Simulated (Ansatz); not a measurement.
# KScF3: relaxing a made-up structure, part 2 of 2

This structure for KScF3 is made up. Its elements were placed in a known structure type with a cell scaled to their sizes. What cell does the guess relax to, and how far off was it?

Ansatz 0.2.0; DFT, PBE, plane-wave PAW, files of the set soft_1, scalar-relativistic, no spin, cell and ions relaxed at zero pressure; PAW set soft_1 (the session's first sound run).

So far: Starting point; Relaxation of the guess.

## 3. Electronic structure of the relaxed cell

A second self-consistent run takes a narrower smearing and the mesh shown in its input; the bands follow along the standard path of the relaxed lattice.

This step: DFT, PBE, plane-wave PAW, files of the set soft_1, scalar-relativistic, no spin, bands and density of states at the relaxed cell; PAW set soft_1 (Ansatz 0.2.0).

Contents of input.yaml:

```yaml
crystal:
  lattice:
    - [4.3102866956, 0.0, 0.0]
    - [0.0, 4.3102866956, 0.0]
    - [0.0, 0.0, 4.3157883056]
  atoms:
    - { symbol: Sc, position: [0.0, 0.0, 0.0] }
    - { symbol: K, position: [0.5, 0.5, 0.5] }
    - { symbol: F, position: [0.5, 0.0, 0.0] }
    - { symbol: F, position: [0.0, 0.5, 0.0] }
    - { symbol: F, position: [0.0, 0.0, 0.5] }
kpoints:
  mp_grid: { grid: [8, 8, 8] }
  band_path:
    path:
      - [[0.0, 0.0, 0.0], [0.0, 0.5, 0.0], [0.5, 0.5, 0.0], [0.0, 0.0, 0.0], [0.0, 0.0, 0.5], [0.0, 0.5, 0.5], [0.5, 0.5, 0.5], [0.0, 0.0, 0.5]]
      - [[0.0, 0.5, 0.0], [0.0, 0.5, 0.5]]
      - [[0.5, 0.5, 0.0], [0.5, 0.5, 0.5]]
    npoints: 8
scf:
  occupations: { method: fermi_dirac, width: 0.03 }
  n_extra_bands: 9
hamiltonian:
  xc: pbe
  pseudopotentials: { kind: paw, azcp: { folder: soft_1 } }
output:
  forces: true
  stress: true
  write_bands: true
  dos: { projected: true }
  write_density: true
  write_potential: true
  elf: true
  volumetric_format: npy
```

Command:

```bash
$ ansatz run input.yaml --threads 4 --pin off --max-ram 8192MiB --backend cpu --events-out ev --progress --plain --runs-dir out
```

Numbers of over 12 decimals in the logs are rounded to 6 here.

Log:

```text
[...]
Crystal: 5 atoms, lattice volume = 80.181 Å³
Basis set: ecut = 420 eV, 1551 PW (Γ), exchange–correlation on 60×60×60 points (8 copies of the dense FFT grid, shifted against one another)
Bands: 30, of which v1, the nominal top of the filled ones, is band 21 counted from 1 (20 counted from 0)
Symmetry: 16 space group operations
[...]
k-points: 75 of 512
[...]
SCF iter   1: F=—  HF=-6112.759230 eV  |F-HF|=—  |Δ(HF+E_count)|=         —  Δρ=2.03e-1  dr2=3.31e1  ethr=3.10e-3  ⟨swp⟩=6.0  Hψ=10386  notcnv=0
[...]
SCF iter  10: F=-6105.634696 eV  HF=-6105.634696 eV  |F-HF|=5.15e-9  |Δ(HF+E_count)|=   1.43e-7  Δρ=8.16e-6  dr2=3.17e-8  ethr=2.44e-10  ⟨swp⟩=13.4  Hψ=14530  notcnv=0
SCF 1 converged in 10 iterations: F = -6105.634696 eV  dr2 = 3.17e-8
[...]
NSCF: frozen V_eff on 75 k-points
SCF converged after 10 iterations
Free energy (F): -6105.634696 eV
[...]
Internal energy: -6105.623411 eV  (E = F + TS)
E sigma→0 (E₀):  -6105.629053 eV
Entropy (-TS):   -0.011285 eV (-2.257 meV/atom)
Fermi energy:    9.542588 eV
[...]
--- Stress (GPa, compression-positive) ---
        0.016026       0.000000       0.000000
        0.000000       0.016026       0.000000
        0.000000       0.000000      -0.084624
  P = ⅓ Tr σ = -0.0175 GPa (-0.175 kbar)
--- Band table (eV; the first three rows and the last of 75) ---
  k-point 0: bands = [... 17 lower, 1.4854, 1.4854, 1.4854, 8.4962, 9.2544, 9.2544, 9.2561, 10.5849, ... 5 higher]
  k-point 1: bands = [... 17 lower, 1.3482, 1.4645, 1.4645, 8.7165, 9.2757, 9.3512, 9.3512, 10.6287, ... 5 higher]
  k-point 2: bands = [... 17 lower, 1.2594, 1.4284, 1.4284, 9.2964, 9.3241, 9.5907, 9.5907, 10.7106, ... 5 higher]
  k-point 74: bands = [... 17 lower, 1.7754, 1.7779, 1.7779, 10.4721, 10.4721, 10.4761, 12.0843, 12.0843, ... 5 higher]
```

Wall time 4.9 s (4 threads of Arm Neoverse V1, shared host); peak memory 0.46 GiB.

The column dr2 measures how far the density is from self-consistency, as an energy; F and HF (Harris–Foulkes) agree once it is small.

This step gave:

```yaml
free_energy: -6105.6347 eV
energy_at_zero_smearing: -6105.6291 eV
smearing_term_ts: 0.01129 eV
fermi_energy: 9.543 eV
pressure: -0.01752 GPa
```

From bands.tsv, the bands that come nearest the Fermi level along the path, at its corners, in eV from the Fermi level:

```tsv
point	band 17	band 18	band 19	band 20	band 21	band 22	band 23	band 24
Γ	-8.21	-8.06	-8.06	-8.06	-1.05	-0.29	-0.29	-0.29
X	-8.51	-8.35	-8.15	-8.14	-0.15	0.41	0.41	1.24
M	-8.59	-8.41	-8.41	-7.78	0.38	0.38	0.79	1.33
Γ	-8.21	-8.06	-8.06	-8.06	-1.05	-0.29	-0.29	-0.29
Z	-8.50	-8.35	-8.15	-8.15	-0.15	0.41	0.41	1.25
R	-8.58	-8.42	-8.42	-7.78	0.37	0.38	0.79	1.35
A	-9.22	-7.77	-7.76	-7.76	0.93	0.93	0.93	2.54
Z	-8.50	-8.35	-8.15	-8.15	-0.15	0.41	0.41	1.25
X	-8.51	-8.35	-8.15	-8.14	-0.15	0.41	0.41	1.24
R	-8.58	-8.42	-8.42	-7.78	0.37	0.38	0.79	1.35
M	-8.59	-8.41	-8.41	-7.78	0.38	0.38	0.79	1.33
A	-9.22	-7.77	-7.76	-7.76	0.93	0.93	0.93	2.54
```

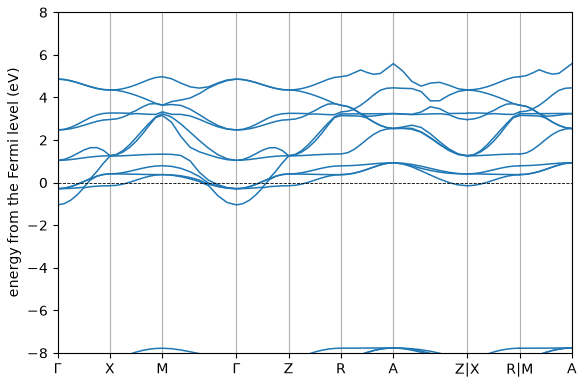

Bands along the path. 17 bands lie wholly below the window drawn.

Counts of states for the cell as run, both spins, by energy window (eV from the Fermi level):

```csv
from,to,total
-8,-7,1.56
-7,-6,0.00
-6,-5,0.00
-5,-4,0.00
-4,-3,0.00
-3,-2,0.00
-2,-1,0.00
-1,0,0.88
0,1,5.81
1,2,3.01
2,3,2.89
3,4,3.98
```

Below -8 eV lie 38.4 more states.

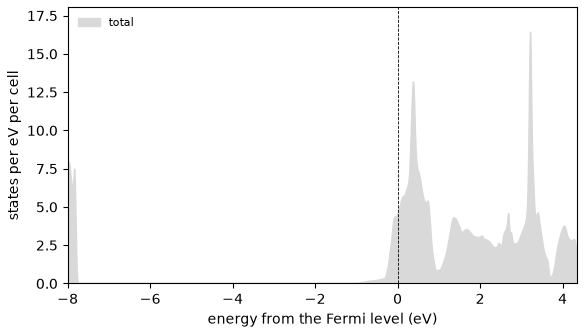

Total density of states, smoothed over about 0.04 eV.

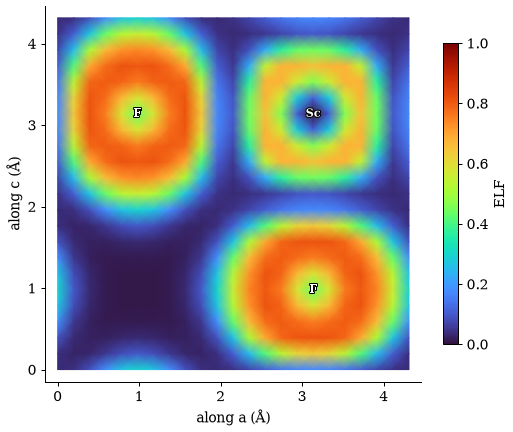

ELF in the ac plane at fractional y = 0.000, with atoms of Sc and F within 0.2 Å of it. It is the smooth field of the valence electrons, not physical close to the nuclei. The map starts off the cell's origin, so that atoms lie inside it.

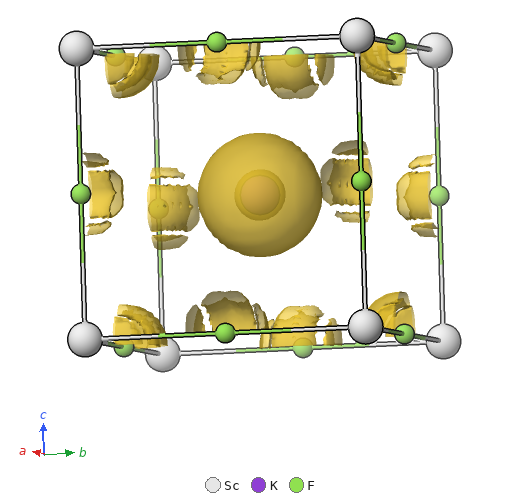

Surface of ELF = 0.8.

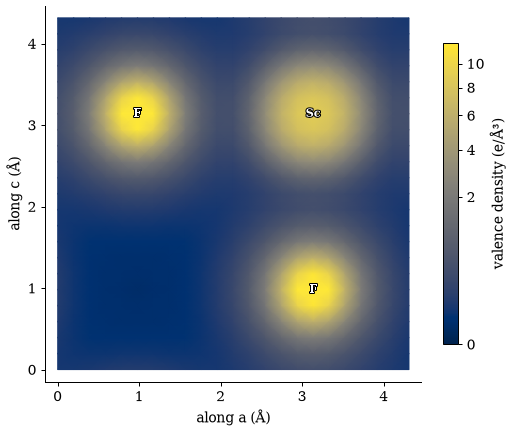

Valence density in the ac plane at fractional y = 0.000, with atoms of Sc and F within 0.2 Å of it. It is the smooth field of the valence electrons, not physical close to the nuclei. The map starts off the cell's origin, so that atoms lie inside it. The colour scale is stretched toward low values.

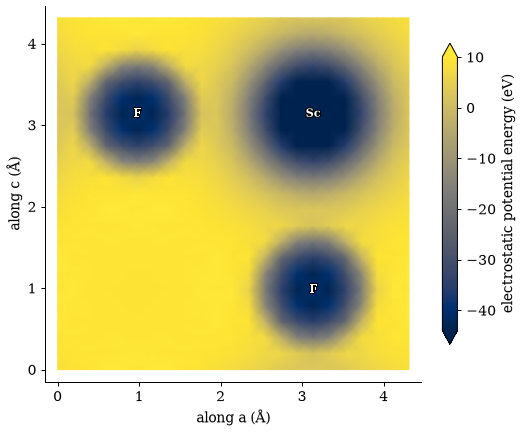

Electrostatic potential energy in the ac plane at fractional y = 0.000, with atoms of Sc and F within 0.2 Å of it. With pseudopotentials it is smooth inside the atoms' cores, unlike the true potential. The map starts off the cell's origin, so that atoms lie inside it.

## 4. What came out

| Item | Value |
| --- | --- |
| space group, relaxed | Pm-3m |
| conventional cell | a = 4.312, b = 4.312, c = 4.312 Å; α = 90.0°, β = 90.0°, γ = 90.0° |
| volume per atom | 16.04 Å³ (guess 16.36) |

KScF3 relaxes to Pm-3m with a = 4.312, b = 4.312 and c = 4.312 Å. The guessed volume was 2 % too large. The symmetry rose from P4/mmm to Pm-3m, so the distortion of the structure type doesn't survive with these elements. Bands cross the Fermi level, so it is a metal or semimetal at this level. The electron count is odd, which forces that without spin polarisation or a larger cell. On the 8×8×8 mesh with the narrower smearing (relaxed on 7×7×6) the forces vanish, as symmetry may demand, and the largest stress component is 0.085 GPa, against the relaxation's thresholds of 0.015 eV/Å and 0.05 GPa. The cutoff wasn't tested. A vector of the cell changed its length by 8 %, more than the volume shows. No dispersion term is used, so weakly bound directions may come out too long. Nothing here tests whether the compound is stable against decomposition.

[Logs are printed without paths, hosts, clocks, repeated set-up lines and the standing remarks that a program may print on its own settings, such as how far it seeks lower states.]

[Hosts, paths, dates, database ids (printed as entryN), source tags and the programs' standing remarks are cut or masked in the printed files.]
